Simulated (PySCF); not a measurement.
# PH₂⁻: structure of the singlet

Where does singlet PH₂⁻ go from a bent start, is the end point a minimum, and what are its modes, charges and moments?

Program: PySCF 2.14.0. Level of theory: PBE0, basis P def2-TZVPD, H def2-TZVPD, no relativity, density fitting. These are calculated values, not measurements.

## (1) Starting geometry

3 atoms, charge -1, spin multiplicity 1.

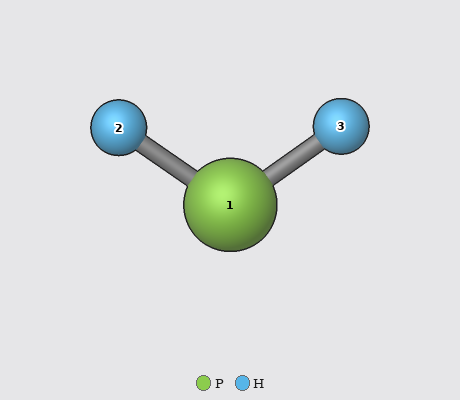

As it starts; phosphorus green, hydrogen blue; atoms are numbered from 1 in the order of the file.

```xyz
3
charge -1 multiplicity 1
P     0.0000    0.0000    0.0000
H     1.1714    0.0000    0.8202
H    -1.1714    0.0000    0.8202
```

## (2) The SCF at the typed geometry

One driver script runs all steps and calls PySCF; scf.py shows how it sets up the SCF of each step. The optimiser is the driver's own. After this first run the driver tries any further starts and a stability analysis.

Input file scf.py:

```python
from pyscf import gto, scf, dft
mol = gto.M(atom='''
P      0.000000     0.000000     0.000000
H      1.171400     0.000000     0.820200
H     -1.171400     0.000000     0.820200''',
    basis={'P': 'def2-TZVPD', 'H': 'def2-TZVPD'},
    charge=-1, spin=0)
mf = dft.RKS(mol, xc='PBE0')
mf.grids.atom_grid = (50, 194)
aux = {'P': 'def2-universal-JKFIT', 'H': 'def2-universal-JKFIT'}
mf = mf.density_fit(auxbasis=aux)
mf.conv_tol = 1e-08
mf.diis_space = 10
mf.max_cycle = 60
mf.init_guess = 'minao'
mf.verbose = 4
mf.kernel()
```

Run with:

```
OMP_NUM_THREADS=2 python axn.py task.json out
```

Log:

```text
init E= -342.199597346278
  HOMO = -0.213395398263927  LUMO = -0.01028086700655  gap/eV = 5.52703
cycle= 1 E= -342.358757603968  delta_E= -0.159  |g|= 0.313  |ddm|= 1.15
  HOMO = 0.123025106515339  LUMO = 0.205099950134491  gap/eV = 2.23337
cycle= 2 E= -342.364515314503  delta_E= -0.00576  |g|= 0.353  |ddm|= 1.05
  HOMO = 0.0533180786802241  LUMO = 0.189320659894857  gap/eV = 3.70082
cycle= 3 E= -342.408070358006  delta_E= -0.0436  |g|= 0.0266  |ddm|= 0.403
  HOMO = 0.0452989286698671  LUMO = 0.186471256251437  gap/eV = 3.84149
cycle= 4 E= -342.40822953985  delta_E= -0.000159  |g|= 0.00466  |ddm|= 0.0272
  HOMO = 0.0445218413329549  LUMO = 0.186205473780401  gap/eV = 3.85541
cycle= 5 E= -342.408235937751  delta_E= -6.4e-06  |g|= 0.00178  |ddm|= 0.00545
  HOMO = 0.0441741679212253  LUMO = 0.18603988028384  gap/eV = 3.86036
cycle= 6 E= -342.408237042404  delta_E= -1.1e-06  |g|= 0.000156  |ddm|= 0.00207
  HOMO = 0.0441616155431976  LUMO = 0.186037548215676  gap/eV = 3.86064
cycle= 7 E= -342.408237054319  delta_E= -1.19e-08  |g|= 1.88e-05  |ddm|= 0.000225
  HOMO = 0.0441616028569385  LUMO = 0.186036635550252  gap/eV = 3.86062
cycle= 8 E= -342.408237054504  delta_E= -1.85e-10  |g|= 1.49e-06  |ddm|= 2.76e-05
  HOMO = 0.0441618266449684  LUMO = 0.186036801925303  gap/eV = 3.86061
Extra cycle  E= -342.408237054506  delta_E= -1.53e-12  |g|= 4.62e-07  |ddm|= 4.46e-06
converged SCF energy = -342.408237054506
```

This step, with its further starts and checks, ran for 4.1 s (2 threads of Arm Neoverse N1, shared host).

The starts that the driver tried:

```tsv
start	energy (Eh)
the minimal-basis guess	-342.408237
a thermally smeared density	-342.408237
a smeared PBE density	-342.408237
```

No lower closed-shell solution turned up from the other starts or in the test of internal stability.

## (3) Relaxing the singlet from the bent start

The program finds C2v symmetry in the start, which this walk keeps. The walk stops when the largest gradient is under 0.0003 Eh/bohr and the energy has settled too.

Edit scf.py of step 2 so:

```diff
@@ -3,3 +3,3 @@
-P      0.000000     0.000000     0.000000
-H      1.171400     0.000000     0.820200
-H     -1.171400     0.000000     0.820200''',
+P      0.000000     0.000000    -0.050114
+H      1.171400     0.000000     0.770086
+H     -1.171400     0.000000     0.770086''',
@@ -15 +14,0 @@
-mf.init_guess = 'minao'
```

Energy and gradient, step by step:

```tsv
step	energy (Eh)	change (kJ/mol)	largest symmetric gradient (Eh/bohr)
0	-342.408237	0.00	0.02941
1	-342.415700	-19.59	0.01073
2	-342.415974	-20.31	0.00161
3	-342.415995	-20.37	0.00012
4	-342.415995	-20.37	0.00002
```

The walk took 2.6 s.

Geometry (Å) and forces (eV/Å) at some steps:

```
step 0
P    0.000   0.000  -0.050   0.000   0.000  -1.512
H    1.171   0.000   0.770  -0.494   0.000   0.756
H   -1.171   0.000   0.770   0.494   0.000   0.756
step 1
P    0.000   0.000  -0.185   0.000   0.000   0.551
H    1.038   0.000   0.837  -0.242   0.000  -0.276
H   -1.038   0.000   0.837   0.242   0.000  -0.276
step 2
P    0.000   0.000  -0.170   0.000   0.000   0.080
H    1.038   0.000   0.830  -0.083   0.000  -0.040
H   -1.038   0.000   0.830   0.083   0.000  -0.040
step 3
P    0.000   0.000  -0.170   0.000   0.000  -0.006
H    1.031   0.000   0.830  -0.004   0.000   0.003
H   -1.031   0.000   0.830   0.004   0.000   0.003
step 4
P    0.000   0.000  -0.170   0.000   0.000  -0.001
H    1.030   0.000   0.830   0.000   0.000   0.001
H   -1.030   0.000   0.830   0.000   0.000   0.001
```

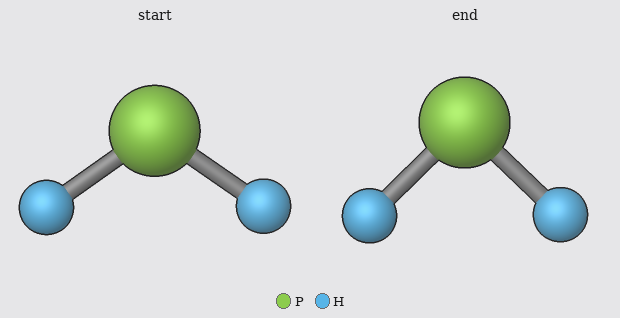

Start and end of the relaxation.

After 4 steps and 20.4 kJ/mol it ends at C2v: P–H 1.436 Å (×2); H–P–H 91.7°.

## (4) Is it a minimum? Harmonic modes

The point is checked on the finer grid, and tightened if its gradient asks for it. The Hessian and the dipole derivatives come from central differences of analytic gradients, with steps of 0.02 bohr.

Edit scf.py of step 3 so:

```diff
@@ -3,3 +3,3 @@
-P      0.000000     0.000000    -0.050114
-H      1.171400     0.000000     0.770086
-H     -1.171400     0.000000     0.770086''',
+P      0.000000     0.000000    -0.061145
+H      1.030286     0.000000     0.939590
+H     -1.030286     0.000000     0.939590''',
@@ -9 +9 @@
-mf.grids.atom_grid = (50, 194)
+mf.grids.atom_grid = (75, 302)
@@ -12 +12 @@
-mf.conv_tol = 1e-08
+mf.conv_tol = 1e-10
```

The driver hands on the density of the step before, so the log starts near convergence.

SCF at the final geometry:

```text
init E= -342.416003691813
  HOMO = 0.0447710272706363  LUMO = 0.186667130245207  gap/eV = 3.86119
cycle= 1 E= -342.416003691812  delta_E= 1.02e-12  |g|= 1.45e-07  |ddm|= 3.12e-07
  HOMO = 0.0447709812581394  LUMO = 0.186667116114558  gap/eV = 3.86119
Extra cycle  E= -342.416003691813  delta_E= -1.82e-12  |g|= 1.19e-07  |ddm|= 2.62e-07
converged SCF energy = -342.416003691813
```

The whole step took 8.4 s.

Geometry: C2v; P–H 1.436 Å (×2); H–P–H 91.7°.

Modes, for the most abundant isotopes:

| symmetry | ω (cm⁻¹) | IR (km/mol) |
| --- | --- | --- |
| a1 | 1077 | 30.2 |
| a1 | 2286 | 233 |
| b2 | 2288 | 255 |

No imaginary mode, so this is a minimum.

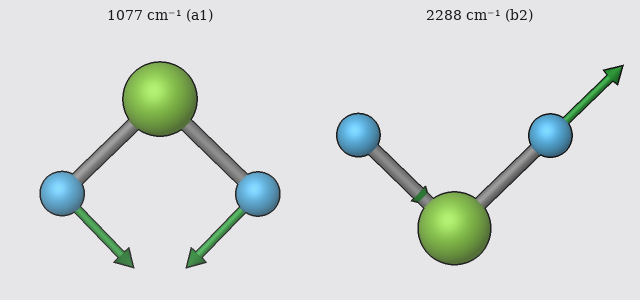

How the atoms move in 2 of the modes.

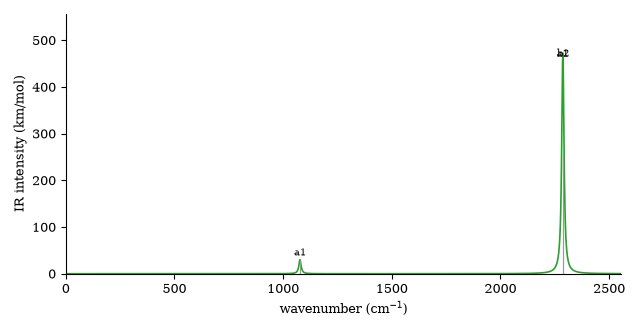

The harmonic infrared spectrum (widths in cm⁻¹). Lines are broadened to a width of 12 cm⁻¹ (Lorentzian).

Properties at this point:

| Quantity | Value |
| --- | --- |
| Dipole moment about the centre of mass | 0.10 D |
| Highest occupied level | 1.22 eV |
| Lowest empty level | 5.08 eV |
| Rotational constants | 8.895, 7.879, 4.178 cm⁻¹ |
| Zero-point energy | 33.8 kJ/mol |
| Principal polarisabilities | 49.7, 53.4, 63.7 bohr³ |
| Principal traceless quadrupole moments about the centre of mass | -3.22, 0.35, 2.87 D Å |
| Entropy at 298.15 K and 1 bar | 207.1 J/(mol K) |
| Heat capacity Cp at 298.15 K | 34.5 J/(mol K) |
| Enthalpy at 298.15 K above 0 K | 9.99 kJ/mol |
| Rotational symmetry number | 2 |

Populations by atom (charges in e):

```
atom  Mulliken  Löwdin  polar tensor  Mayer order to P1
  P1     -0.78   -0.09         -0.57                  –
H2,3     -0.11   -0.46         -0.22               1.27
```

Outer orbital energies (eV). occupied: -171.93, -121.23, -121.17, -121.07, -9.76, -3.60, -1.38, 1.22; empty: 5.08, 6.51, 7.96, 8.03.

Mulliken populations on P1: s 5.81, p 9.86, d 0.09, f 0.01.

## (5) Would spin polarisation lower it?

At the lowest minimum the closed shell is tested against spin polarisation, on the (50, 194) grid. It is stable.

## (6) Summary of results

| quantity | value |
| --- | --- |
| minimum | singlet, C2v |
| geometry | P–H 1.436 Å (×2); H–P–H 91.7° |
| wavenumbers (cm⁻¹) | 1077 (a1), 2286 (a1), 2288 (b2) |
| dipole moment (centre of mass) | 0.10 D |
| highest occupied, lowest empty level | 1.22, 5.08 eV |
| polar-tensor charge of P1 | -0.57 e |
| zero-point energy | 33.8 kJ/mol |
| entropy at 298.15 K | 207.1 J/(mol K) |

**Reading.** The bent start keeps its C2v symmetry and ends in a minimum. In the infrared the band at 2288 cm⁻¹ (b2, stretch) leads. Other starts or spin states, not run here, may lie lower. A highest occupied level above zero is common for anions with such functionals; it warns that the extra electron is poorly described.

The search up to here ran for 16 s (2 threads of Arm Neoverse N1, shared host).
